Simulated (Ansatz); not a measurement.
C2H4Si2

Input file:

```
crystal:
  periodic: [false, false, false]
  atoms:
    - { symbol: C, position_ang: [-0.65627, 1.36807, -0.77087] }
    - { symbol: Si, position_ang: [0.81749, 0.56095, -0.25799] }
    - { symbol: C, position_ang: [1.09193, -1.05672, 0.60531] }
    - { symbol: Si, position_ang: [-0.10494, -2.1422, 1.14744] }
    - { symbol: H, position_ang: [-0.66049, 2.31725, -1.27801] }
    - { symbol: H, position_ang: [-1.63115, 0.93847, -0.6111] }
    - { symbol: H, position_ang: [2.10874, 1.20201, -0.51546] }
    - { symbol: H, position_ang: [-0.96531, -3.18782, 1.68068] }
magnetization:
  spin_polarized: true
basis:
  gaussian: { orbitals: def2-SVP }
hamiltonian:
  xc: pbe
  dispersion: d4
relax:
  f_tol: 0.02
  max_steps: 50
output:
  orbitals: {}
```

Command:

```sh
ansatz run input.yaml --threads 2 --pin off --max-ram 3072MiB --backend cpu --events-out ev --progress --plain --runs-dir out
```

The fields are those of the run's last geometry, not of the input's.

Method: UKS PBE-D4/def2-SVP (Ansatz 0.2.0).

Question: What can the converged electron density and electron localisation function tell about the bonding?

Answer: C–H (1.10 Å): the density is about 1.9 e/Å³ at the midpoint; the ELF climbs to about 1 towards the hydrogen, as it does in any bond to H; a covalent bond by its length.
C–Si (1.75 Å): ρ at the midpoint is about 1.1 e/Å³; the ELF peaks at about 0.95 between the atoms; a covalent bond.
Si–H (1.50 Å): ρ is about 0.74 e/Å³ halfway; the ELF climbs to about 1 towards the hydrogen.

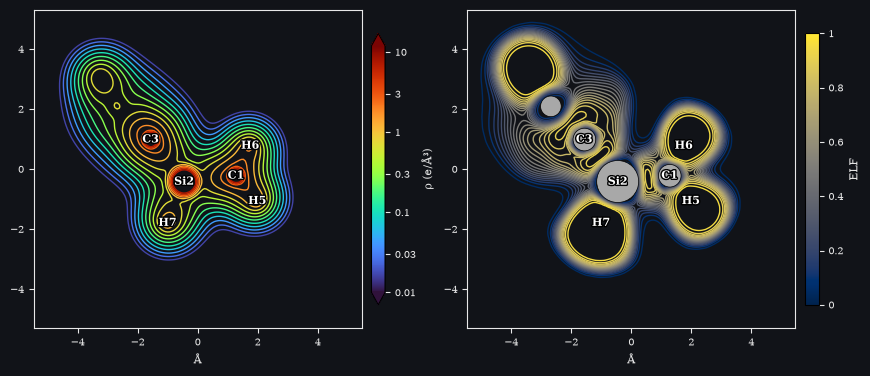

Computed electron density and electron localisation function on the plane of atoms C1, Si2 and C3, in this order. Grey discs cover the atomic cores in the ELF map. 
